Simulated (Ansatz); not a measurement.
# One shape, several levels: CH2BCl (SMILES B[C]Cl)

Wanted: a comparison of 6 runs (UB2PLYP/STO-3G, UBLYP/STO-3G, UCAM-B3LYP/STO-3G, UPBE/STO-3G, USVWN5/STO-3G, UCCSDT/STO-3G) of CH2BCl. 

The results are computed with Ansatz 0.2.0.

85 further runs of the same task are left out: 9 that didn't finish, 76 set aside as unsound or not needed.

## 1. The molecule

CH2BCl: 5 atoms, total charge 0, spin state triplet. SMILES: `B[C]Cl`. The Cl3–C2 distance was set to 3.256 Å, away from the relaxed value. At this shape a bond of the SMILES string is far longer than usual.

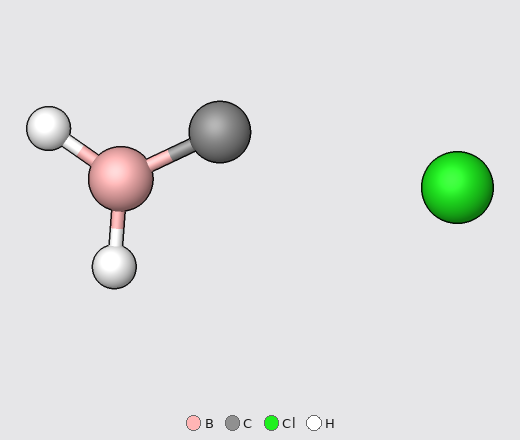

The structure, seen from a chosen angle (boron pink, carbon grey, chlorine green, hydrogen white).

## 2. A single-point energy at UB2PLYP/STO-3G (run 1)

File input.yaml:

```yaml
crystal:
  periodic: [false, false, false]
  atoms:
    - symbol: B
      position_ang: [1.397386, 1.003384, -1.440786]
    - symbol: C
      position_ang: [0.495766, 1.144894, -0.283536]
    - symbol: Cl
      position_ang: [-1.470630, -0.583120, 1.652980]
    - symbol: H
      position_ang: [1.558936, -0.051556, -1.938036]
    - symbol: H
      position_ang: [1.951366, 1.942454, -1.863696]
basis:
  gaussian:
    orbitals: STO-3G
magnetization:
  spin_polarized: true
  initial_magnetization: 2
hamiltonian:
  xc: {name: B2PLYP}
correlation:
  frozen_orbitals: {B: 1, C: 1, Cl: 5, H: 0}
accuracy: high
```

Started as:

```
$ ansatz run input.yaml --threads 1 --pin off --max-ram 2610MiB --events-out events.jsonl --progress --plain --runs-dir runs
```

What it wrote:

```text
Warning: RAYON_NUM_THREADS=1 ignored (pool sized by the plan → 1); use --threads N
Functional definition: B2PLYP
  name "B2PLYP"
  parameter a = 0.53
  parameter c = 0.27
  exchange = (1 - a)*b88_x + a*exact_x
  correlation = (1 - c)*lyp_c + c*(mp2_os + mp2_ss)
338 factors; integrals over basis functions are off by at most 1.5e-8 eV
mean field evaluation 1: about -14087.8749 eV, gradient 1.2e1 eV
mean field evaluation 2: about -14087.8611 eV, gradient 1.2e1 eV
mean field evaluation 4: about -14089.0801 eV, gradient 8.1e0 eV
mean field evaluation 8: about -14094.5057 eV, gradient 4.6e0 eV
mean field evaluation 16: about -14094.8195 eV, gradient 7.2e-2 eV
mean field evaluation 32: about -14094.9003 eV, gradient 1.7e-1 eV
mean field evaluation 64: about -14094.6889 eV, gradient 8.6e-6 eV
mean field evaluation 96: about -13997.2891 eV, gradient 2.9e1 eV
mean field -14094.91266989 eV, -517.9784867436 hartree, gradient 1.0e-7 eV, S^2 2.282575; 8 other end points of the search recorded, 0 dependent functions left out
7 core orbitals not correlated: weight in the atoms' cores, before any rotation towards them, 1.000 or more for the frozen orbitals, at most 0.000 for the correlated occupied ones
reference -14094.91268937 eV, -517.9784874594 hartree; 9, 7 occupied and 5, 7 virtual orbitals, 338 factors
second order -2.03820991 eV of doubles, -0.00000000 eV of singles
Total energy: -14095.46300605 eV, -517.9987112242 hartree
```

It took 6.3 s on 1 thread of Arm Neoverse V2, shared host; peak memory 0.13 GiB.

## 3. The energy at UBLYP/STO-3G (run 2)

File input.yaml:

```yaml
crystal:
  periodic: [false, false, false]
  atoms:
    - {symbol: B, position_ang: [1.397386, 1.003384, -1.440786]}
    - {symbol: C, position_ang: [0.495766, 1.144894, -0.283536]}
    - {symbol: Cl, position_ang: [-1.470630, -0.583120, 1.652980]}
    - {symbol: H, position_ang: [1.558936, -0.051556, -1.938036]}
    - {symbol: H, position_ang: [1.951366, 1.942454, -1.863696]}
basis:
  gaussian:
    orbitals: STO-3G
hamiltonian:
  xc: {name: BLYP}
accuracy: high
magnetization:
  spin_polarized: true
  initial_magnetization: 2
```

Started as:

```
$ ansatz run input.yaml --threads 1 --pin off --max-ram 2610MiB --events-out events.jsonl --progress --plain --runs-dir runs
```

What it wrote:

```text
Warning: RAYON_NUM_THREADS=1 ignored (pool sized by the plan → 1); use --threads N
Functional definition: BLYP
  name "BLYP"
  parameter beta = 0.0042
  parameter a = 0.04918
  parameter b = 0.132
  parameter c = 0.2533
  parameter d = 0.349
  exchange = b88_x(beta = beta)
  correlation = lyp_c(a = a, b = b, c = c, d = d)
338 factors; integrals over basis functions are off by at most 1.5e-8 eV
mean field evaluation 1: about -14093.6056 eV, gradient 1.4e1 eV
mean field evaluation 2: about -13923.9434 eV, gradient 4.7e1 eV
mean field evaluation 4: about -14009.4217 eV, gradient 4.4e1 eV
mean field evaluation 8: about -14098.1091 eV, gradient 8.9e0 eV
mean field evaluation 16: about -14100.6563 eV, gradient 4.3e-3 eV
mean field evaluation 32: about -14065.7817 eV, gradient 3.4e1 eV
mean field evaluation 64: about -14100.5786 eV, gradient 6.6e-1 eV
mean field -14100.65627226 eV, -518.1895602374 hartree, gradient 7.4e-8 eV, S^2 2.047880; 10 other end points of the search recorded, 0 dependent functions left out
reference -14100.65631385 eV, -518.1895617657 hartree; 16, 14 occupied and 5, 7 virtual orbitals, 338 factors
Total energy: -14100.65631385 eV, -518.1895617657 hartree
```

It took 2.8 s on 1 thread of Arm Neoverse V2, shared host; peak memory 0.13 GiB.

Runs 3 to 5 aren't shown in full; the table further down has their settings and results.

## 4. A single-point energy at UCCSDT/STO-3G (run 6)

File job.yaml:

```yaml
basis:
  gaussian:
    orbitals: STO-3G
crystal:
  periodic: [false, false, false]
  atoms:
    - {symbol: B, position_ang: [1.397386, 1.003384, -1.440786]}
    - {symbol: C, position_ang: [0.495766, 1.144894, -0.283536]}
    - {symbol: Cl, position_ang: [-1.470630, -0.583120, 1.652980]}
    - {symbol: H, position_ang: [1.558936, -0.051556, -1.938036]}
    - {symbol: H, position_ang: [1.951366, 1.942454, -1.863696]}
magnetization:
  spin_polarized: true
  initial_magnetization: 2
correlation:
  method: ccsdt
  frozen_orbitals: {B: 1, C: 1, Cl: 5, H: 0}
accuracy: high
scf:
  omitted_lower_state_checks: [cluster_reference, increment]
```

Started as:

```
$ ansatz run job.yaml --threads 1 --pin off --max-ram 2610MiB --events-out events.jsonl --progress --plain --runs-dir runs
```

What it wrote:

```text
Warning: RAYON_NUM_THREADS=1 ignored (pool sized by the plan → 1); use --threads N
[... 17 lines left out ...]
7 core orbitals not correlated: weight in the atoms' cores, before any rotation towards them, 1.000 or more for the frozen orbitals, at most 0.000 for the correlated occupied ones
[... 240 lines left out ...]
Total energy: -14078.48251945 eV, -517.3746898516 hartree
Checks for a lower state left out: cluster_reference, increment
```

Run time: 6 s. Hardware: 1 thread of Arm Neoverse V2, shared host.

## 5. All runs side by side

```csv
run,level,frozen core orbitals,energy (Eh),⟨S²⟩,wall time
1,UB2PLYP/STO-3G,7,-517.998711,2.283,6.3 s
2,UBLYP/STO-3G,–,-518.189562,2.048,2.8 s
3,UCAM-B3LYP/STO-3G,–,-518.205665,2.175,3.3 s
4,UPBE/STO-3G,–,-517.965350,2.071,3 s
5,USVWN5/STO-3G,–,-516.051017,2.011,1.8 s
6,UCCSDT/STO-3G,7,-517.374690,2.991,6 s
```

## 6. Results

| quantity | value |
| --- | --- |
| run 6: total energy | -517.37469 Eh |
| run 6: correlation energy (7 core orbitals frozen) | -66.1 mEh |
| run 6: ⟨S²⟩ of the reference determinant | 2.991 |
| run 6: T1 diagnostic | 0.021 |

Totals of different functionals can't be ranked against each other. In runs 1, 2, 3, 4, 5, 6 the basis is minimal, so the values are rough. Spin contamination of the reference: run 6 ⟨S²⟩ = 2.99, run 1 ⟨S²⟩ = 2.28, run 3 ⟨S²⟩ = 2.18. Where it is this large, the reference is a mixture of spin states, and values that rest on it are in doubt. All runs together took 23 s, the longest 6.3 s.
